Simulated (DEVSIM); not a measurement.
Structure: abrupt Si n-p junction, at 300 K.

| layer (left to right) | material | thickness (μm) | Nd (cm⁻³) | Na (cm⁻³) | τn (s) | τp (s) |
|---|---|---|---|---|---|---|
| 1 | Si | 4.60 | 6.2e17 | - | 0.00014 | 0.00014 |
| 2 | Si | 2.30 | - | 1.6e15 | 0.00014 | 0.00014 |

Left contact: ohmic. Right contact: ohmic. Voltage is applied to the left contact. Recombination: SRH at mid-gap, Auger. Mobility is constant in doping.

Constants are typed, rounded textbook-type inputs, not results; the design itself was drawn at random and stands for no fabricated device. Values at 300 K.

```
parameter           Si
-------------  -------
gap (eV)         1.124
affinity (eV)     4.05
permittivity      11.7
Nc (cm⁻³)      2.86e19
Nv (cm⁻³)       3.1e19
μn (cm²/Vs)       1417
μp (cm²/Vs)        470
Cn (cm⁶/s)     2.8e-31
Cp (cm⁶/s)     9.9e-32
```

DEVSIM, 1D drift-diffusion, Boltzmann statistics, complete ionisation; no tunnelling, impact ionisation, image-force lowering or self-heating.

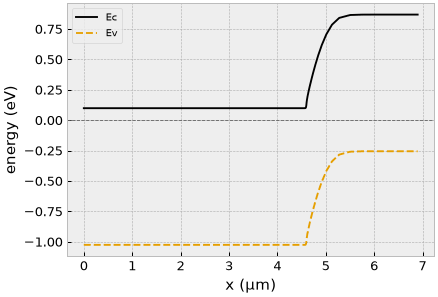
*Band edges at zero bias*

Energies count from the Fermi level of the right contact; mesh points crowd at the junctions.

```json
[
 {"x (μm)": "0.000", "Ec (eV)": "0.099", "Ev (eV)": "-1.025", "n (cm⁻³)": "6.2e17", "p (cm⁻³)": "190", "field (V/cm)": "≈ 0"},
 {"x (μm)": "0.02593", "Ec (eV)": "0.099", "Ev (eV)": "-1.025", "n (cm⁻³)": "6.2e17", "p (cm⁻³)": "190", "field (V/cm)": "≈ 0"},
 {"x (μm)": "0.08386", "Ec (eV)": "0.099", "Ev (eV)": "-1.025", "n (cm⁻³)": "6.2e17", "p (cm⁻³)": "190", "field (V/cm)": "≈ 0"},
 {"x (μm)": "0.1994", "Ec (eV)": "0.099", "Ev (eV)": "-1.025", "n (cm⁻³)": "6.2e17", "p (cm⁻³)": "190", "field (V/cm)": "≈ 0"},
 {"x (μm)": "0.5654", "Ec (eV)": "0.099", "Ev (eV)": "-1.025", "n (cm⁻³)": "6.2e17", "p (cm⁻³)": "190", "field (V/cm)": "≈ 0"},
 {"x (μm)": "1.196", "Ec (eV)": "0.099", "Ev (eV)": "-1.025", "n (cm⁻³)": "6.2e17", "p (cm⁻³)": "190", "field (V/cm)": "≈ 0"},
 {"x (μm)": "2.565", "Ec (eV)": "0.099", "Ev (eV)": "-1.025", "n (cm⁻³)": "6.2e17", "p (cm⁻³)": "190", "field (V/cm)": "≈ 0"},
 {"x (μm)": "3.843", "Ec (eV)": "0.099", "Ev (eV)": "-1.025", "n (cm⁻³)": "6.2e17", "p (cm⁻³)": "190", "field (V/cm)": "≈ 0"},
 {"x (μm)": "4.247", "Ec (eV)": "0.099", "Ev (eV)": "-1.025", "n (cm⁻³)": "6.2e17", "p (cm⁻³)": "190", "field (V/cm)": "≈ 0"},
 {"x (μm)": "4.449", "Ec (eV)": "0.099", "Ev (eV)": "-1.025", "n (cm⁻³)": "6.2e17", "p (cm⁻³)": "190", "field (V/cm)": "≈ 0"},
 {"x (μm)": "4.540", "Ec (eV)": "0.099", "Ev (eV)": "-1.025", "n (cm⁻³)": "6.2e17", "p (cm⁻³)": "190", "field (V/cm)": "≈ 0"},
 {"x (μm)": "4.592", "Ec (eV)": "0.107", "Ev (eV)": "-1.017", "n (cm⁻³)": "4.6e17", "p (cm⁻³)": "250", "field (V/cm)": "14000"},
 {"x (μm)": "4.614", "Ec (eV)": "0.172", "Ev (eV)": "-0.952", "n (cm⁻³)": "3.7e16", "p (cm⁻³)": "3200", "field (V/cm)": "25000"},
 {"x (μm)": "4.657", "Ec (eV)": "0.257", "Ev (eV)": "-0.867", "n (cm⁻³)": "1.4e15", "p (cm⁻³)": "84000", "field (V/cm)": "17000"},
 {"x (μm)": "4.788", "Ec (eV)": "0.459", "Ev (eV)": "-0.665", "n (cm⁻³)": "5.6e11", "p (cm⁻³)": "2.1e8", "field (V/cm)": "14000"},
 {"x (μm)": "5.011", "Ec (eV)": "0.705", "Ev (eV)": "-0.419", "n (cm⁻³)": "4.1e7", "p (cm⁻³)": "2.9e12", "field (V/cm)": "8300"},
 {"x (μm)": "5.506", "Ec (eV)": "0.865", "Ev (eV)": "-0.259", "n (cm⁻³)": "83000", "p (cm⁻³)": "1.4e15", "field (V/cm)": "340"},
 {"x (μm)": "6.197", "Ec (eV)": "0.869", "Ev (eV)": "-0.255", "n (cm⁻³)": "73000", "p (cm⁻³)": "1.6e15", "field (V/cm)": "≈ 0"},
 {"x (μm)": "6.646", "Ec (eV)": "0.869", "Ev (eV)": "-0.255", "n (cm⁻³)": "73000", "p (cm⁻³)": "1.6e15", "field (V/cm)": "≈ 0"},
 {"x (μm)": "6.789", "Ec (eV)": "0.869", "Ev (eV)": "-0.255", "n (cm⁻³)": "73000", "p (cm⁻³)": "1.6e15", "field (V/cm)": "≈ 0"},
 {"x (μm)": "6.861", "Ec (eV)": "0.869", "Ev (eV)": "-0.255", "n (cm⁻³)": "73000", "p (cm⁻³)": "1.6e15", "field (V/cm)": "≈ 0"},
 {"x (μm)": "6.900", "Ec (eV)": "0.869", "Ev (eV)": "-0.255", "n (cm⁻³)": "73000", "p (cm⁻³)": "1.6e15", "field (V/cm)": "≈ 0"}
]
```
